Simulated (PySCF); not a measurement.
# Geometry relaxation of C2F2 (charge +1) (part 1 of 2)

- system: C2F2, charge +1, multiplicity 2
- method: BP86/def2-SVP, UKS (PySCF 2.14.0)

The atoms were displaced at random from an optimised geometry. The geometry is that of the parent species in another charge or spin state. Figures and captions count atoms from 1; the log counts them from 0 in places.

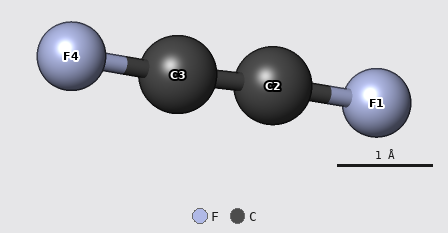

Fig. 1: The input geometry (ball-and-stick view, seen at a tilt; atoms are numbered from 1 in the order of the input). Bond lengths as drawn: C–C 1.16 Å and C–F 1.27 to 1.30 Å.

**Input (run.py)**
```python
import numpy
from pyscf import gto, dft, symm
from pyscf.hessian import thermo
from pyscf.geomopt.geometric_solver import kernel as optimise

mol = gto.M(
    atom='''
F     -0.229184     0.196713     3.459004
C     -0.053570     0.015721     1.079444
C      0.150781    -0.064969    -1.104681
F      0.324842    -0.263702    -3.542968
''',
    max_memory=1860,
    spin=1,
    unit='bohr',
    basis='def2-svp',
    charge=1,
    verbose=3,
)

mf = dft.UKS(mol, xc='bp86')
mf.grids.level = 4
mf.conv_tol = 1e-10
mf = mf.newton()
converged, mol_eq = optimise(mf, maxsteps=80)
print('converged:', converged)
print(mol_eq.tostring())

mf.reset(mol_eq)
mol = mol_eq
mf.kernel()
etot = mf.e_tot
print('E(%s) = %.9f' % ('BP86', etot))
hess = mf.Hessian().kernel()
modes = thermo.harmonic_analysis(mol, hess)
print('frequencies (1/cm)', numpy.round(modes['freq_wavenumber'], 1))
symm.geom.TOLERANCE = 1e-3  # for the symmetry number
th = thermo.thermo(mf, modes['freq_au'], 298.15, 101325)
thermo.dump_thermo(mol, th)
```

Hardware: 1 thread of Arm Neoverse V1, 24 GiB of memory available, shared host.

Launch command:
```bash
OMP_NUM_THREADS=1 python run.py
```

**The program's output**
```
#|     Arguments passed to driver run_optimizer():      |#
customengine              <pyscf.geomopt.geometric_solver.PySCFEngine object>
maxiter                   80
----------------------------------------------------------
Custom engine selected.
Bonds will be generated from interatomic distances less than 1.20 times sum of covalent radii
12 internal coordinates being used (instead of 12 Cartesians)
Internal coordinate system (atoms numbered from 1):
Distance 1-2
Distance 2-3
Distance 3-4
LinearAngleX 1-2-3
LinearAngleY 1-2-3
LinearAngleX 2-3-4
LinearAngleY 2-3-4
Translation-X 1-4
Translation-Y 1-4
Translation-Z 1-4
Rotation-A 1-4
Rotation-B 1-4
Rotation-C 1-4
<class 'geometric.internal.Distance'> : 3
<class 'geometric.internal.LinearAngle'> : 4
<class 'geometric.internal.TranslationX'> : 1
<class 'geometric.internal.TranslationY'> : 1
<class 'geometric.internal.TranslationZ'> : 1
<class 'geometric.internal.RotationA'> : 1
<class 'geometric.internal.RotationB'> : 1
<class 'geometric.internal.RotationC'> : 1
> ===== Optimization Info: ====
> Job type: Energy minimization
> Maximum number of optimization cycles: 80
> Initial / maximum trust radius (Angstrom): 0.100 / 0.300
> Convergence Criteria:
> Will converge when all 5 criteria are reached:
>  |Delta-E| < 1.00e-06
>  RMS-Grad  < 3.00e-04
>  Max-Grad  < 4.50e-04
>  RMS-Disp  < 1.20e-03
>  Max-Disp  < 1.80e-03
> === End Optimization Info ===

Geometry optimization cycle 1
Cartesian coordinates (Angstrom)
 Atom        New coordinates             dX        dY        dZ
   F  -0.121279   0.104096   1.830426    0.000000 -0.000000  0.000000
   C  -0.028348   0.008319   0.571217    0.000000  0.000000  0.000000
   C   0.079790  -0.034380  -0.584572    0.000000  0.000000  0.000000
   F   0.171899  -0.139545  -1.874858    0.000000  0.000000  0.000000

WARN: HOMO -0.305912755528722 >= LUMO -0.305912755528721

converged SCF energy = -275.126104767088  <S^2> = 0.7507986  2S+1 = 2.0007984
--------------- SecondOrderUKS_Scanner gradients ---------------
         x                y                z
0 F    -0.0022164309     0.0030324577     0.0334506851
1 C     0.0200447669    -0.0115622287    -0.2306573739
2 C    -0.0219534828     0.0142346199     0.2593845592
3 F     0.0041257282    -0.0057055992    -0.0621787543
----------------------------------------------
cycle 1: E = -275.126104767  dE = -275.126  norm(grad) = 0.356023
Step    0 : Gradient = 1.780e-01/2.607e-01 (rms/max) Energy = -275.1261047671
Hessian Eigenvalues: 5.00000e-02 5.00000e-02 5.00000e-02 ... 6.77974e-01 7.75067e-01 1.26738e+00

Geometry optimization cycle 2
Cartesian coordinates (Angstrom)
 Atom        New coordinates             dX        dY        dZ
   F  -0.122383   0.104711   1.842389   -0.001104  0.000615  0.011963
   C  -0.030693   0.011363   0.606012   -0.002345  0.003044  0.034795
   C   0.082597  -0.039503  -0.632149    0.002807 -0.005123 -0.047577
   F   0.172516  -0.138050  -1.874002    0.000617  0.001495  0.000856
converged SCF energy = -275.146075639827  <S^2> = 0.75094185  2S+1 = 2.0009416
--------------- SecondOrderUKS_Scanner gradients ---------------
         x                y                z
0 F    -0.0005928423     0.0002805672     0.0065849545
1 C     0.0018731057    -0.0005305177    -0.0191192410
2 C    -0.0022660795     0.0012508111     0.0257618010
3 F     0.0009855308    -0.0010005129    -0.0132269774
----------------------------------------------
cycle 2: E = -275.14607564  dE = -0.0199709  norm(grad) = 0.0355024
Step    1 : Displace = 3.030e-02/4.794e-02 (rms/max) Trust = 1.000e-01 (=) Grad = 1.775e-02/2.589e-02 (rms/max) E (change) = -275.1460756398 (-1.997e-02) Quality = 1.044
Hessian Eigenvalues: 5.00000e-02 5.00000e-02 5.00000e-02 ... 6.36088e-01 7.67825e-01 1.23915e+00

Geometry optimization cycle 3
Cartesian coordinates (Angstrom)
 Atom        New coordinates             dX        dY        dZ
   F  -0.121780   0.105181   1.838709    0.000602  0.000470 -0.003680
   C  -0.031334   0.010363   0.607440   -0.000641 -0.001000  0.001428
   C   0.082982  -0.039851  -0.636804    0.000385 -0.000349 -0.004655
   F   0.172183  -0.137187  -1.867120   -0.000333  0.000863  0.006882
converged SCF energy = -275.146325170802  <S^2> = 0.75094511  2S+1 = 2.0009449
--------------- SecondOrderUKS_Scanner gradients ---------------
         x                y                z
0 F    -0.0001024861    -0.0002696681    -0.0002705359
1 C     0.0004824858     0.0005778801    -0.0017365686
2 C    -0.0003586171    -0.0005580213     0.0006824188
3 F    -0.0000213922     0.0002499049     0.0013246944
----------------------------------------------
cycle 3: E = -275.146325171  dE = -0.000249531  norm(grad) = 0.00254209
Step    2 : Displace = 4.683e-03/6.950e-03 (rms/max) Trust = 1.414e-01 (+) Grad = 1.271e-03/1.893e-03 (rms/max) E (change) = -275.1463251708 (-2.495e-04) Quality = 0.993
Hessian Eigenvalues: 5.00000e-02 5.00000e-02 5.00000e-02 ... 6.96514e-01 7.66091e-01 1.16111e+00

Geometry optimization cycle 4
Cartesian coordinates (Angstrom)
 Atom        New coordinates             dX        dY        dZ
   F  -0.121594   0.105756   1.839385    0.000186  0.000575  0.000675
   C  -0.031881   0.009398   0.608077   -0.000547 -0.000965  0.000637
   C   0.083218  -0.039473  -0.637053    0.000236  0.000379 -0.000250
   F   0.172308  -0.137180  -1.868183    0.000125  0.000007 -0.001063
converged SCF energy = -275.146331004367  <S^2> = 0.75094828  2S+1 = 2.0009481
--------------- SecondOrderUKS_Scanner gradients ---------------
         x                y                z
0 F    -0.0001126787    -0.0002471821    -0.0000866569
1 C     0.0003704241     0.0006498797    -0.0004073061
2 C    -0.0003353515    -0.0006084150     0.0002572021
3 F     0.0000775088     0.0002057115     0.0002367170
----------------------------------------------
cycle 4: E = -275.146331004  dE = -5.83356e-06  norm(grad) = 0.00120826
Step    3 : Displace = 9.828e-04/1.275e-03 (rms/max) Trust = 2.000e-01 (+) Grad = 6.041e-04/8.517e-04 (rms/max) E (change) = -275.1463310044 (-5.834e-06) Quality = 1.484
Hessian Eigenvalues: 4.99995e-02 5.00000e-02 5.00000e-02 ... 7.25247e-01 7.67838e-01 1.27295e+00

Geometry optimization cycle 5
Cartesian coordinates (Angstrom)
 Atom        New coordinates             dX        dY        dZ
   F  -0.121180   0.106817   1.839940    0.000414  0.001061  0.000556
   C  -0.033035   0.007211   0.608675   -0.001154 -0.002187  0.000598
   C   0.083938  -0.038176  -0.637354    0.000720  0.001297 -0.000301
   F   0.172336  -0.137353  -1.869034    0.000028 -0.000173 -0.000850
converged SCF energy = -275.146336903185  <S^2> = 0.75095202  2S+1 = 2.0009518
--------------- SecondOrderUKS_Scanner gradients ---------------
         x                y                z
0 F    -0.0001247169    -0.0002294144     0.0000885163
1 C     0.0002769189     0.0007516531     0.0008944630
2 C    -0.0003214301    -0.0007317273    -0.0004053768
3 F     0.0001692177     0.0002094790    -0.0005775947
----------------------------------------------
cycle 5: E = -275.146336903  dE = -5.89882e-06  norm(grad) = 0.00165135
Step    4 : Displace = 1.667e-03/2.532e-03 (rms/max) Trust = 2.828e-01 (+) Grad = 8.257e-04/1.201e-03 (rms/max) E (change) = -275.1463369032 (-5.899e-06) Quality = 1.646
Hessian Eigenvalues: 2.56280e-02 5.00000e-02 5.00000e-02 ... 7.35040e-01 7.67879e-01 2.24214e+00

Geometry optimization cycle 6
Cartesian coordinates (Angstrom)
 Atom        New coordinates             dX        dY        dZ
   F  -0.119879   0.109954   1.840737    0.001301  0.003137  0.000797
   C  -0.036787  -0.000041   0.609804   -0.003753 -0.007252  0.001129
   C   0.086676  -0.033041  -0.637894    0.002738  0.005135 -0.000540
   F   0.172066  -0.138381  -1.870417   -0.000270 -0.001028 -0.001383
converged SCF energy = -275.146354316592  <S^2> = 0.75096162  2S+1 = 2.0009614
--------------- SecondOrderUKS_Scanner gradients ---------------
         x                y                z
0 F    -0.0001619586    -0.0002175810     0.0004423216
1 C     0.0001539923     0.0010097743     0.0031741914
2 C    -0.0003591548    -0.0010616041    -0.0015093870
3 F     0.0003670938     0.0002693176    -0.0021073161
----------------------------------------------
cycle 6: E = -275.146354317  dE = -1.74134e-05  norm(grad) = 0.00442384
Step    5 : Displace = 5.414e-03/8.196e-03 (rms/max) Trust = 3.000e-01 (+) Grad = 2.212e-03/3.334e-03 (rms/max) E (change) = -275.1463543166 (-1.741e-05) Quality = 1.831
Hessian Eigenvalues: 1.93315e-03 5.00000e-02 5.00000e-02 ... 7.42106e-01 7.67741e-01 5.04812e+00

Geometry optimization cycle 7
Cartesian coordinates (Angstrom)
 Atom        New coordinates             dX        dY        dZ
   F  -0.101671   0.148984   1.832290    0.018208  0.039030 -0.008447
   C  -0.085987  -0.096807   0.616274   -0.049199 -0.096766  0.006469
   C   0.124208   0.040006  -0.634889    0.037532  0.073046  0.003005
   F   0.165751  -0.153790  -1.871356   -0.006315 -0.015409 -0.000939
converged SCF energy = -275.146731285266  <S^2> = 0.75117098  2S+1 = 2.0011706
--------------- SecondOrderUKS_Scanner gradients ---------------
         x                y                z
0 F     0.0000151808     0.0010702131     0.0041623548
1 C    -0.0010536343    -0.0003566282     0.0081549820
2 C    -0.0007259181     0.0000141694     0.0070011795
3 F     0.0017682583    -0.0007257642    -0.0193172232
----------------------------------------------
cycle 7: E = -275.146731285  dE = -0.000376969  norm(grad) = 0.0226399
Step    6 : Displace = 7.206e-02/1.081e-01 (rms/max) Trust = 3.000e-01 (=) Grad = 1.132e-02/1.941e-02 (rms/max) E (change) = -275.1467312853 (-3.770e-04) Quality = 3.010
Eigenvalues below 1.0000e-05 (-2.0241e+01) - returning guess
Hessian Eigenvalues: 5.00000e-02 5.00000e-02 5.00000e-02 ... 8.16948e-01 8.70595e-01 8.75841e-01

Geometry optimization cycle 8
Cartesian coordinates (Angstrom)
 Atom        New coordinates             dX        dY        dZ
   F  -0.103804   0.141944   1.823588   -0.002133 -0.007040 -0.008702
   C  -0.083492  -0.093242   0.608185    0.002494  0.003565 -0.008088
   C   0.129013   0.050529  -0.633756    0.004805  0.010523  0.001132
   F   0.160420  -0.160922  -1.855753   -0.005331 -0.007132  0.015603
converged SCF energy = -275.147193997403  <S^2> = 0.75112961  2S+1 = 2.0011293
--------------- SecondOrderUKS_Scanner gradients ---------------
         x                y                z
0 F    -0.0000152681     0.0001983248     0.0007410984
1 C     0.0007955250     0.0009989544    -0.0023704108
2 C    -0.0014118379    -0.0014777804     0.0061963077
3 F     0.0006336486     0.0002814146    -0.0045670486
----------------------------------------------
cycle 8: E = -275.147193997  dE = -0.000462712  norm(grad) = 0.00847044
Step    7 : Displace = 1.296e-02/1.808e-02 (rms/max) Trust = 3.000e-01 (=) Grad = 4.235e-03/6.525e-03 (rms/max) E (change) = -275.1471939974 (-4.627e-04) Quality = 1.192
Hessian Eigenvalues: 4.99995e-02 5.00000e-02 5.00000e-02 ... 7.40433e-01 8.75391e-01 9.42628e-01

Geometry optimization cycle 9
Cartesian coordinates (Angstrom)
 Atom        New coordinates             dX        dY        dZ
   F  -0.105191   0.138014   1.822313   -0.001386 -0.003930 -0.001275
   C  -0.082544  -0.091438   0.606601    0.000948  0.001804 -0.001585
   C   0.132291   0.057330  -0.635350    0.003278  0.006801 -0.001593
   F   0.157462  -0.165650  -1.851300   -0.002957 -0.004727  0.004452
converged SCF energy = -275.147244846092  <S^2> = 0.75113278  2S+1 = 2.0011325
--------------- SecondOrderUKS_Scanner gradients ---------------
         x                y                z
0 F    -0.0002047984    -0.0003673223     0.0000330277
1 C     0.0009580473     0.0015412795    -0.0015361172
2 C    -0.0010442824    -0.0019630072     0.0006535075
3 F     0.0002915823     0.0007892319     0.0008493640
----------------------------------------------
cycle 9: E = -275.147244846  dE = -5.08487e-05  norm(grad) = 0.00355406
Step    8 : Displace = 5.830e-03/7.708e-03 (rms/max) Trust = 3.000e-01 (=) Grad = 1.777e-03/2.378e-03 (rms/max) E (change) = -275.1472448461 (-5.085e-05) Quality = 1.246
Hessian Eigenvalues: 4.99905e-02 5.00000e-02 5.00000e-02 ... 8.25808e-01 8.78696e-01 1.07498e+00

Geometry optimization cycle 10
Cartesian coordinates (Angstrom)
 Atom        New coordinates             dX        dY        dZ
   F  -0.105539   0.136194   1.821668   -0.000348 -0.001820 -0.000645
   C  -0.082967  -0.092276   0.606063   -0.000424 -0.000838 -0.000537
   C   0.135039   0.063251  -0.636008    0.002748  0.005922 -0.000658
   F   0.155414  -0.168942  -1.849450   -0.002048 -0.003292  0.001850
converged SCF energy = -275.147271667269  <S^2> = 0.75114245  2S+1 = 2.0011421
--------------- SecondOrderUKS_Scanner gradients ---------------
         x                y                z
0 F    -0.0003040037    -0.0006190315    -0.0001055901
1 C     0.0009598301     0.0017114246    -0.0008986749
2 C    -0.0008143858    -0.0018704176    -0.0010718192
3 F     0.0001581788     0.0007777956     0.0020762080
----------------------------------------------
cycle 10: E = -275.147271667  dE = -2.68212e-05  norm(grad) = 0.00392374
Step    9 : Displace = 4.071e-03/6.523e-03 (rms/max) Trust = 3.000e-01 (=) Grad = 1.962e-03/2.304e-03 (rms/max) E (change) = -275.1472716673 (-2.682e-05) Quality = 1.693
Hessian Eigenvalues: 2.92301e-02 5.00000e-02 5.00000e-02 ... 8.41542e-01 8.80391e-01 1.12019e+00
```
